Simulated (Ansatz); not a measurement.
# Calculations on GeSiH6Cl2

### Relaxation

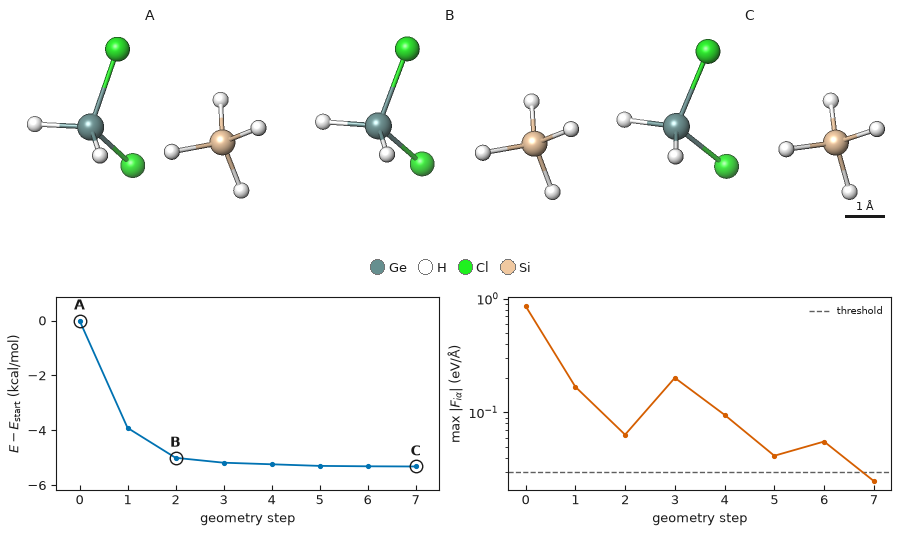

Frames of a relaxation of GeSiH6Cl2, marked on the history of the run. The picture is a ball-and-stick view, seen at a tilt.

The run prepares an end point of a later path (reaction) calculation, from a guessed geometry.

Theory: RKS r2SCAN/def2-SVP in Ansatz 0.2.0.

Input
```yaml
crystal:
  periodic: [false, false, false]
  atoms:
    - { symbol: Ge, position_ang: [0.392355, -0.054075, -0.123279] }
    - { symbol: H, position_ang: [0.433466, 0.101257, 1.407556] }
    - { symbol: H, position_ang: [1.732672, 0.041863, -0.856074] }
    - { symbol: Cl, position_ang: [-0.851126, 1.507681, -0.94207] }
    - { symbol: Cl, position_ang: [-0.443288, -1.982171, -0.59345] }
    - { symbol: Si, position_ang: [-2.821733, 0.079651, 1.329645] }
    - { symbol: H, position_ang: [-3.037056, -0.539846, -0.003339] }
    - { symbol: H, position_ang: [-3.59697, -0.687116, 2.353318] }
    - { symbol: H, position_ang: [-3.295703, 1.493104, 1.326718] }
    - { symbol: H, position_ang: [-1.407018, 0.039653, 1.727575] }
basis:
  gaussian: { orbitals: def2-SVP }
hamiltonian:
  xc: r2scan
relax:
  f_tol: 0.03
  max_steps: 50
```

Launched with:
```bash
ansatz run input.yaml --threads 4 --pin off --max-ram 5120MiB --backend cpu --events-out ev --progress --plain --runs-dir out
```

What happens along the run?

The energy falls by 5.32 kcal/mol in 7 geometry steps. The largest force component goes from 0.86 to 0.025 eV/Å. The largest move after the best rigid fit is that of H2, 0.64 Å. Largest moves by element: H 0.64 Å, Ge 0.38 Å, Si 0.35 Å, Cl 0.27 Å. Some distances before and after: Ge1–Si6 3.530 → 4.259 Å, Si6–H10 1.470 → 1.494 Å, Ge1–H2 1.539 → 1.527 Å. From step 0 to 2: H2 moves most (0.35 Å), energy −5.00 kcal/mol. From step 2 to 7: H2 moves most (0.30 Å), energy −0.32 kcal/mol.

### Relaxation

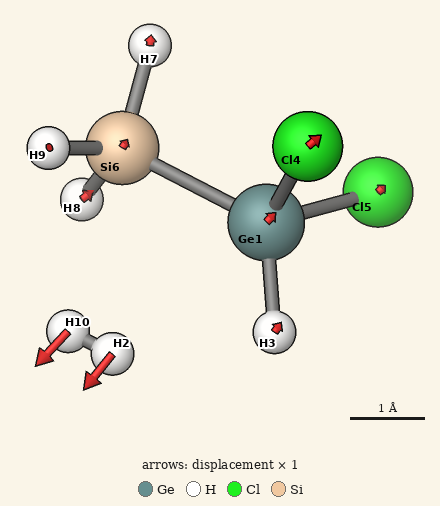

This is a relaxation of GeSiH6Cl2. The starting structure is drawn; red arrows show the displacements, at their true length. The two geometries are superimposed by the best rigid fit.

Style: ball-and-stick. Shown at a tilt.

The run prepares an end point of a later path (reaction) calculation, from a guessed geometry.

Theory: Ansatz, RKS r2SCAN/def2-SVP.

The input:
```yaml
crystal:
  periodic: [false, false, false]
  atoms:
    - { symbol: Ge, position_ang: [-0.555873, -0.117284, -0.386442] }
    - { symbol: H, position_ang: [0.00898, 0.40398, 2.262418] }
    - { symbol: H, position_ang: [0.84417, -0.035729, 0.230001] }
    - { symbol: Cl, position_ang: [-0.705035, 1.543041, -1.783392] }
    - { symbol: Cl, position_ang: [-0.583543, -1.957193, -1.543988] }
    - { symbol: Si, position_ang: [-2.515468, -0.069836, 0.870561] }
    - { symbol: H, position_ang: [-3.616171, -0.36229, -0.09152] }
    - { symbol: H, position_ang: [-2.48187, -1.105131, 1.94629] }
    - { symbol: H, position_ang: [-2.697606, 1.287071, 1.468167] }
    - { symbol: H, position_ang: [-0.591985, 0.413372, 2.654505] }
basis:
  gaussian: { orbitals: def2-SVP }
hamiltonian:
  xc: r2scan
relax:
  f_tol: 0.03
  max_steps: 50
```

Command:
```bash
ansatz run input.yaml --threads 4 --pin off --max-ram 5120MiB --backend cpu --events-out ev --progress --plain --runs-dir out
```

### Atoms of which element are displaced furthest, and by how much?

Hydrogen: up to 0.68 Å, against 0.26 Å for chlorine.

### What happened in the run?

The largest move after the best rigid fit is that of H10, 0.68 Å. Largest moves by element: H 0.68 Å, Cl 0.26 Å, Ge 0.20 Å, Si 0.15 Å. Near-neighbour distances that change, for instance: Ge1–Si6 2.329 → 2.379 Å, H2–H10 0.718 → 0.759 Å, Ge1–Cl4 2.175 → 2.171 Å. Bond angles that change, for instance: H3–Ge1–Si6 123.4° → 121.1°. Over 7 accepted moves (8 points after the start) the energy falls by 0.157 eV. The largest force component goes from 1.4 to 0.012 eV/Å. The line search rejected the trial step at point 3 of the run.

Limits of the set-up: the start holds two separate molecules, 2.2 Å apart at their closest, whose relative position is a soft coordinate and is computed without a dispersion correction.

### Path

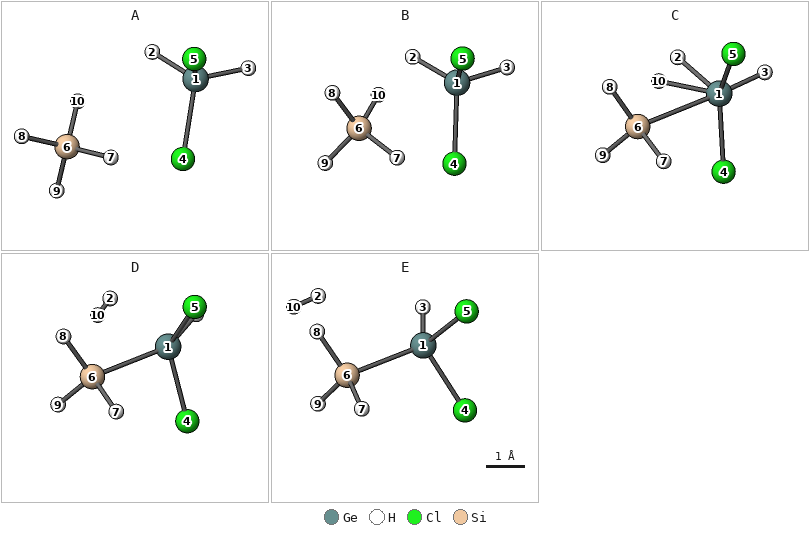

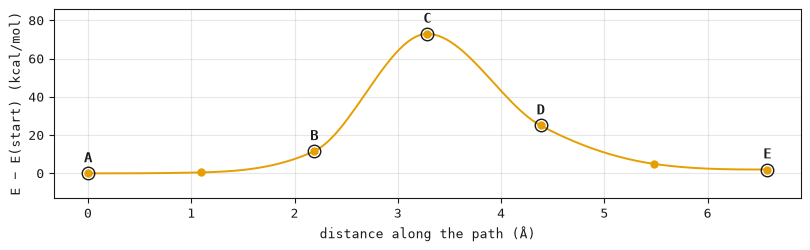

A nudged-elastic-band calculation for GeSiH6Cl2, made up at the start of GeH2Cl2 and SiH4. Images are numbered from 0 (start) to 6 (end). Frames A to E are images 0, 2, 3, 4, 6. A ball-and-stick model, seen from a free direction.

All numbers below come from RKS r2SCAN/def2-SVP (Ansatz). Settings: 5 movable images; climbing image; force threshold 0.03 eV/Å; iteration limit 60; starting path through a guess of the saddle point.

Read off the barrier and say what moves.

The energy climbs by 73.0 kcal/mol to image 3 and then falls by 71.0 kcal/mol, so the end point sits at +2.0 kcal/mol. Breaking: Ge1–H2 (1.53 → 1.78 at the top → 3.60 Å), Si6–H10 (1.49 → 1.96 at the top → 3.43 Å). Forming: Ge1–Si6 (4.26 → 2.63 at the top → 2.38 Å), H2–H10 (2.90 → 1.12 at the top → 0.76 Å). The band is converged.

Limits of the set-up: the start holds two separate molecules, 2.9 Å apart at their closest, whose relative position is a soft coordinate and is computed without a dispersion correction.
